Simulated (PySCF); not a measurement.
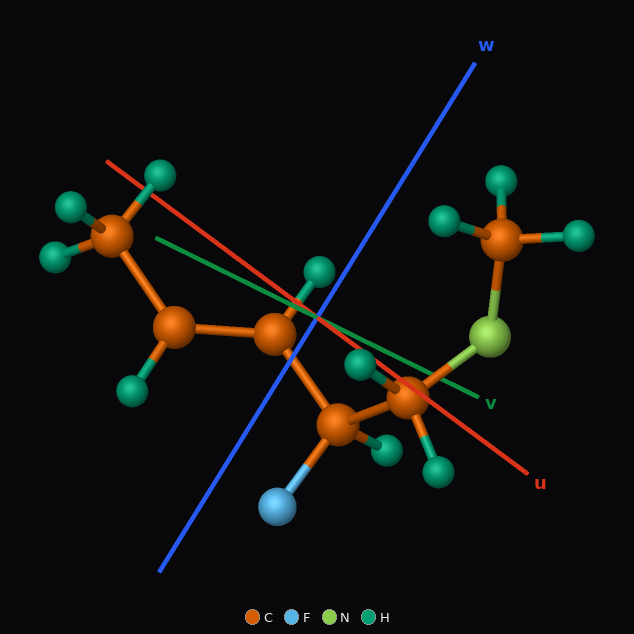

The lines u, v and w are the principal axes of the g tensor. The species is neutral and a spin doublet. The computed structure is the end point of a GFN2-xTB optimisation. No frequency run is at hand to confirm it as a minimum. Method: UKS B3LYP, pcH-1 on C F H N, non-relativistic, mean-field spin-orbit, GIAO (PySCF 2.14.0).

### Along which axis does g lie farthest from the free-electron value?

Along w: the shift is 4886 ppm.

Give the principal values and shifts.

```csv
axis,g,shift (ppm)
u,2.00208,−238
v,2.00406,1743
w,2.00721,4886
```
